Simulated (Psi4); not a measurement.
# UCCSD/cc-pVTZ run of NS (Mononitrogen monosulfide)

Aim: the vertical doublet–quartet gap of NS (Mononitrogen monosulfide) at UCCSD/cc-pVTZ, from 2 runs. The job is set up through an ASE script.

Program for the calculation: Psi4 1.11.

4 further runs of the same task are left out: 4 that didn't finish.

## 1. The system as given

The species is NS (2 atoms), meant as a doublet with charge 0. SMILES: `[N]=S`. Geometry: relaxed at PBE0-D4/def2-TZVP.

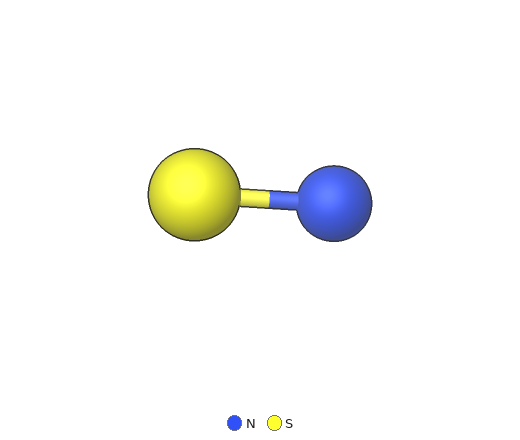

Viewed from a chosen angle; nitrogen blue, sulfur yellow.

## 2. The energy at UCCSD/cc-pVTZ

ns_ase.py reads:

```python
import numpy as np
from ase.calculators.psi4 import Psi4
from ase import Atoms

a = Atoms(['N', 'S'], positions=[
    [0.000000, 0.000000, -0.011220],
    [0.000000, 0.000000, 1.474400],
])
calc = Psi4(atoms=a, method='ccsd', basis='cc-pVTZ', memory='2200MB', num_threads=1, charge=0, multiplicity=2, label='psi4-calc', reference='uhf')
calc.psi4.set_options({'puream': True, 'e_convergence': 1e-09, 'd_convergence': 1e-08, 'scf_type': 'pk', 'num_frozen_docc': 6, 'maxiter': 100})
a.calc = calc

print(f'energy: {a.get_potential_energy():.6f} eV')
```

On the command line:

```
$ python ns_ase.py
```

psi4-calc.dat:

```text
[...]
  Running in c1 symmetry.
[...]
  Nuclear repulsion =   39.894352253631489
[...]
  Multiplicity = 2
[...]
  Nalpha       = 12
  Nbeta        = 11
[...]
    Number of basis functions: 64
[...]
   @UHF iter   1:  -451.87678438015149   -5.53485e-01   5.04496e-03 DIIS/ADIIS
[...]
   @UHF iter  19:  -451.94512664509909   -2.72848e-12   6.99985e-09 DIIS
[...]
   @S^2 Observed:                8.197074980E-01
[...]
    Orbital Energies [Eh]
    ---------------------
    Alpha Occupied:
       1A    -92.029994     2A    -15.665086     3A     -9.032304
       4A     -6.715932     5A     -6.714737     6A     -6.710257
       7A     -1.254286     8A     -0.830549     9A     -0.616570
      10A     -0.564559    11A     -0.497116    12A     -0.367713
    Alpha Virtual:
      13A      0.033711    14A      0.177346    15A      0.395864
      16A      0.398651    17A      0.433712    18A      0.485739
      19A      0.486276    20A      0.492199    21A      0.575873
      22A      0.610582    23A      0.636350    24A      0.650755
      25A      0.706556    26A      1.017008    27A      1.099226
[...]
  @UHF Final Energy:  -451.94512664509909
   => Energetics <=
    Nuclear Repulsion Energy =             39.8943522536314887
    One-Electron Energy =                -702.4172419135575183
    Two-Electron Energy =                 210.5777630148269566
    Total Energy =                       -451.9451266450990943
  UHF NO Occupations:
  HONO-2 :   10  A 1.9913544
  HONO-1 :   11  A 1.9766192
[...]
 Multipole Moments:
 ------------------------------------------------------------------------------------
     Multipole            Electronic (a.u.)      Nuclear  (a.u.)        Total (a.u.)
 ------------------------------------------------------------------------------------
 L = 1.  Multiply by 2.5417464519 to convert [e a0] to [Debye]
 Dipole X            :         -0.0000000            0.0000000           -0.0000000
 Dipole Y            :          0.0000000            0.0000000            0.0000000
 Dipole Z            :          0.6483073            0.0149414            0.6632487
 Magnitude           :                                                    0.6632487
[...]
      * MP2 total energy                      = -452.287971845932873
[...]
      * CCSD total energy                     = -452.306955859786910
```

Standard output:

```text
energy: -12307.899177 eV
```

Wall time 31 s (1 thread of Intel Xeon at 2.50GHz (Skylake/Cascade Lake), shared host); peak memory 0.46 GiB.

## 3. The quartet at the same level

ns.xyz reads:

```xyz
2
NS
N      0.000000     0.000000    -0.011220
S      0.000000     0.000000     1.474400
```

run_ase.py reads:

```python
import numpy as np
from ase.calculators.psi4 import Psi4
from ase.io import read

a = read('ns.xyz')
calc = Psi4(atoms=a, method='ccsd', basis='cc-pVTZ', memory='2200MB', num_threads=1, charge=0, multiplicity=4, label='calc', reference='uhf')
calc.psi4.set_options({'puream': True, 'e_convergence': 1e-09, 'd_convergence': 1e-08, 'scf_type': 'pk', 'num_frozen_docc': 6, 'maxiter': 100})
a.calc = calc

print(f'energy: {a.get_potential_energy():.6f} eV')
```

On the command line:

```
$ python run_ase.py
```

calc.dat:

```text
[...]
  Running in c1 symmetry.
[...]
  Nuclear repulsion =   39.894352253631489
[...]
  Multiplicity = 4
[...]
  Nalpha       = 13
  Nbeta        = 10
[...]
    Number of basis functions: 64
[...]
   @UHF iter   1:  -451.77340901390431   -4.50110e-01   4.13081e-03 DIIS/ADIIS
[...]
   @UHF iter  15:  -451.85145677434224   -5.11591e-13   2.35571e-09 DIIS
[...]
   @S^2 Observed:                3.811628357E+00
[...]
    Orbital Energies [Eh]
    ---------------------
    Alpha Occupied:
       1A    -92.015487     2A    -15.700647     3A     -9.015075
       4A     -6.698969     5A     -6.698661     6A     -6.698661
       7A     -1.321501     8A     -0.921326     9A     -0.663229
      10A     -0.649694    11A     -0.649694    12A     -0.375226
      13A     -0.375226
    Alpha Virtual:
      14A      0.180761    15A      0.409056    16A      0.409056
      17A      0.444248    18A      0.452697    19A      0.501720
      20A      0.501720    21A      0.542978    22A      0.606210
      23A      0.606210    24A      0.623723    25A      0.623723
[...]
  @UHF Final Energy:  -451.85145677434224
   => Energetics <=
    Nuclear Repulsion Energy =             39.8943522536314887
    One-Electron Energy =                -702.3679930866999257
    Two-Electron Energy =                 210.6221840587261909
    Total Energy =                       -451.8514567743422390
  UHF NO Occupations:
  HONO-2 :   11  A 1.0000000
  HONO-1 :   12  A 1.0000000
[...]
 Multipole Moments:
 ------------------------------------------------------------------------------------
     Multipole            Electronic (a.u.)      Nuclear  (a.u.)        Total (a.u.)
 ------------------------------------------------------------------------------------
 L = 1.  Multiply by 2.5417464519 to convert [e a0] to [Debye]
 Dipole X            :         -0.0000000            0.0000000           -0.0000000
 Dipole Y            :         -0.0000000            0.0000000           -0.0000000
 Dipole Z            :         -0.1907377            0.0149414           -0.1757962
 Magnitude           :                                                    0.1757962
[...]
      * MP2 total energy                      = -452.144365786040055
[...]
      * CCSD total energy                     = -452.172573080543259
```

Standard output:

```text
energy: -12304.242436 eV
```

It took 31 s on 1 thread of Intel Xeon at 2.50GHz (Skylake/Cascade Lake), shared host; peak memory 0.46 GiB.

## 4. Results

At UCCSD/cc-pVTZ, 6 core orbitals frozen:

| quantity | value |
| --- | --- |
| doublet: total energy | -452.30696 Eh |
| doublet: HOMO energy (Hartree–Fock orbitals) (highest over α and β) | -10.01 eV |
| doublet: LUMO energy (Hartree–Fock orbitals) (lowest over α and β) | 0.84 eV |
| doublet: correlation energy (6 core orbitals frozen) | -361.8 mEh |
| doublet: ⟨S²⟩ of the reference determinant | 0.820 |
| doublet: T1 diagnostic | 0.054 |
| quartet: total energy | -452.17257 Eh |
| quartet: HOMO energy (Hartree–Fock orbitals) (highest over α and β) | -10.21 eV |
| quartet: LUMO energy (Hartree–Fock orbitals) (lowest over α and β) | -1.15 eV |
| quartet: correlation energy (6 core orbitals frozen) | -321.1 mEh |
| quartet: ⟨S²⟩ of the reference determinant | 3.812 |
| quartet: T1 diagnostic | 0.045 |
| vertical energy of the quartet above the doublet | 3.657 eV |

At this shape the quartet lies 3.66 eV (353 kJ/mol) above the doublet. The T1 diagnostic (doublet) of 0.054 is above the customary mark for such species, so a single reference may not serve. The T1 diagnostic (quartet) of 0.045 is above the customary mark for such species, so a single reference may not serve.
